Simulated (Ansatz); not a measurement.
**BCl$_{2}$H···SiH$_{4}$: density, localisation and related maps**

Input file:

```
crystal:
  periodic: [false, false, false]
  atoms:
    - { symbol: B, position_ang: [0.0, 0.0, 0.0] }
    - { symbol: H, position_ang: [0.0, 0.0, 1.54] }
    - { symbol: Cl, position_ang: [1.6108, 0.0, -0.93] }
    - { symbol: Cl, position_ang: [-1.6108, 0.0, -0.93] }
    - { symbol: Si, position_ang: [0.094, -2.1331, 0.7095] }
    - { symbol: H, position_ang: [-0.6959, -2.9783, -0.1812] }
    - { symbol: H, position_ang: [1.4817, -2.5871, 0.7061] }
    - { symbol: H, position_ang: [-0.4425, -2.2202, 2.0645] }
    - { symbol: H, position_ang: [0.0384, -0.8711, 1.6809] }
basis:
  gaussian: { orbitals: def2-SVP }
hamiltonian:
  xc: hf
relax:
  f_tol: 0.15
  max_steps: 25
  restrain:
    - { distance: [0, 4], at: 3.15, k: 30.0 }
    - { distance: [8, 1], at: 1.86, k: 30.0 }
    - { distance: [0, 1], at: 1.19, k: 30.0 }
    - { distance: [8, 4], at: 1.46, k: 30.0 }
output:
  orbitals: {}
```

Run with:

```sh
ansatz run input.yaml --threads 1 --pin off --max-ram 2048MiB --backend cpu --events-out ev --progress --plain --runs-dir out
```

The fields are those of the run's last geometry, not of the input's.

Not at a stationary point (largest force 0.7 eV/Å).

Method: Ansatz, RHF/def2-SVP.

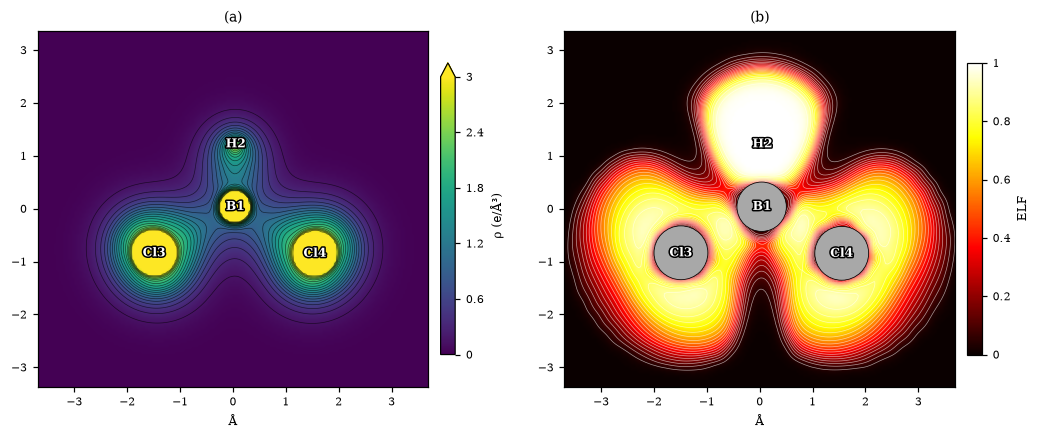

Figure 1. (a) total electron density; (b) ELF on the plane of atoms H2, B1 and Cl3. Grey discs cover the atomic cores in the ELF map.

> What does the map show?

The plane passes through B, H and Cl nuclei.
B–Cl (1.75 Å): the density is about 1.4 e/Å³ at the midpoint; the ELF peaks at about 0.95 between the atoms: a polar covalent bond.
B–H (1.18 Å): the density is about 1.3 e/Å³ at the midpoint; the ELF climbs to about 1 towards the hydrogen, as it does in any bond to H; an ordinary covalent bond to hydrogen.
The ELF also peaks beside Cl4 and Cl3, away from the bonds: lone-pair regions.

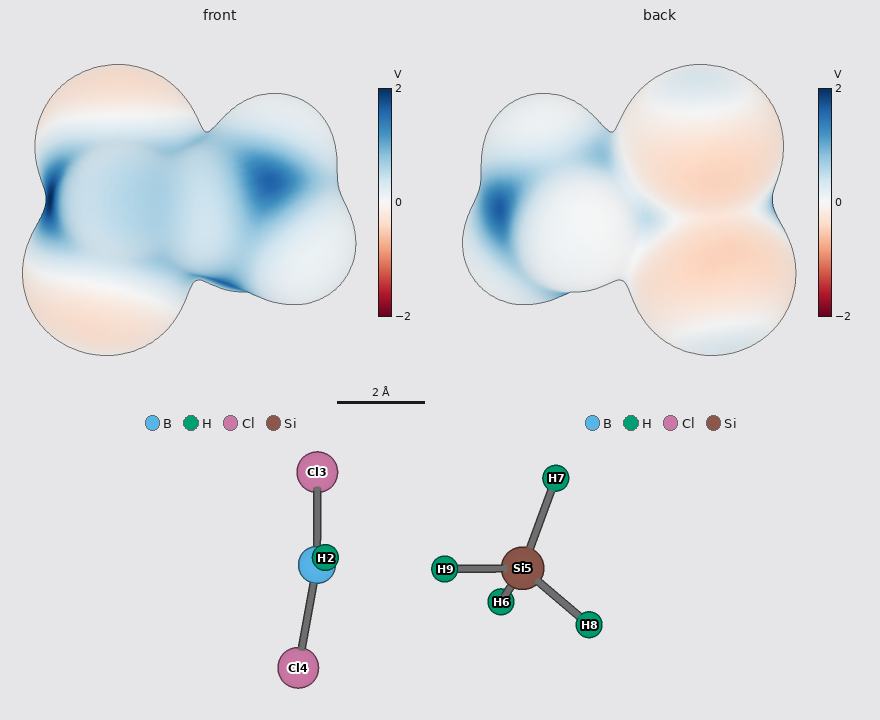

Figure 2. The molecular electrostatic potential painted on the density surface at 0.002 e/bohr³, seen from the front and from behind; red is negative and blue positive. The bare structure is drawn below in the same view.

> Describe the electrostatic potential map.

The most negative region (about −0.4 V) lies over Cl3 and Cl4, the most positive (about +1.8 V) over B1. Cl4 shows a σ-hole: about +0.2 V at the tip opposite its bond, against about −0.2 V on its flanks.

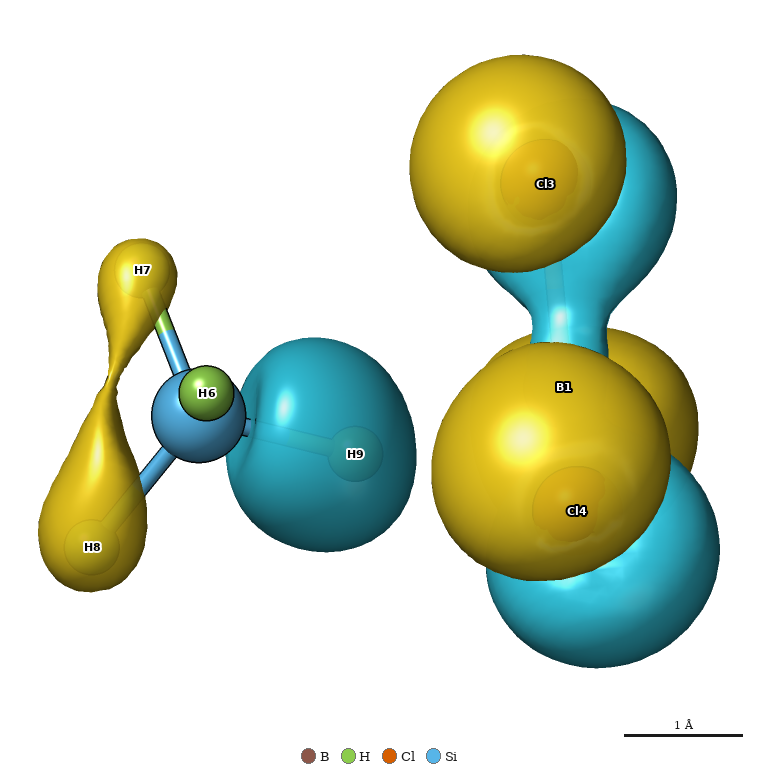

Figure 3. The HOMO at ±0.1 Å⁻³ᐟ² (yellow and cyan are the two phases), seen at an oblique angle.

> What is the character of this orbital?

Its weight (Hirshfeld) is mainly on Cl4 (about 35 %), Cl3 (about 20 %), H2 (about 15 %), B1 (about 15 %), Si5 (about 10 %) and H9 (about 5 %). Its energy is −12.32 eV.

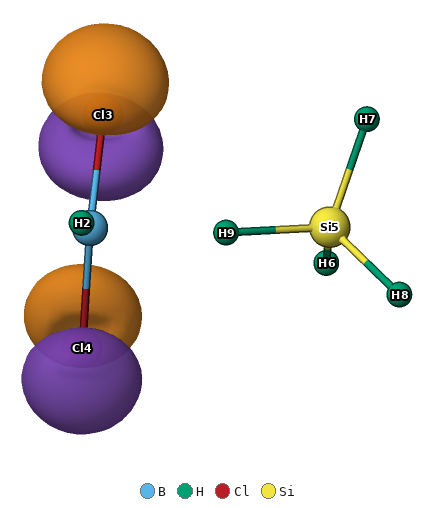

Figure 4. The HOMO−1 at ±0.2 Å⁻³ᐟ² (orange and purple are the two phases), seen at a tilt.

> Where does this orbital lie, and at what energy?

It lies mainly on Cl3 (about 50 %) and Cl4 (about 40 %); largely a combination of lone pairs on Cl3 and Cl4. Its energy is −12.48 eV.
